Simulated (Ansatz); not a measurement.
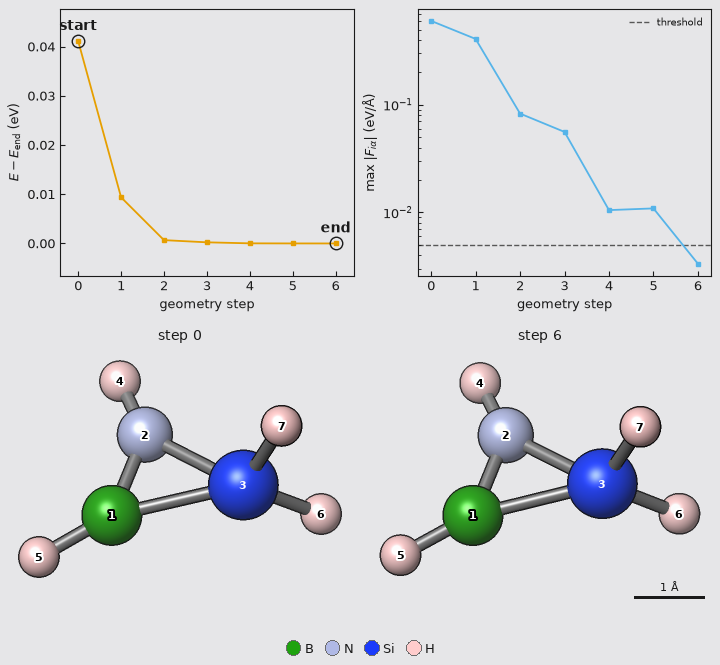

First and last geometry of a relaxation of BSiNH$_{4}$, with the history of the run. The picture is a ball-and-stick view, seen at a tilt.

It is one of the separated reactants of a reaction.

Computed with RKS PBE0-D4/def2-TZVP in Ansatz. (force threshold 0.005 eV/Å; at most 200 steps)

> Did the run converge, and what did it change?

It converged. After 6 geometry steps the energy has fallen by 0.041 eV. Largest force component: 0.6 eV/Å at the start, 0.0033 eV/Å at the end. The atom that moves furthest after the best rigid fit is H5 (0.036 Å). Largest moves by element: H 0.036 Å, Si 0.029 Å, N 0.017 Å, B 0.016 Å. Near-neighbour distances that change, for instance: N2–Si3 1.800 → 1.756 Å, B1–Si3 1.955 → 1.929 Å, B1–H5 1.208 → 1.188 Å, Si3–H6 1.505 → 1.486 Å. Bond angles that change, for instance: Si3–B1–H5 159.8° → 162.0°.
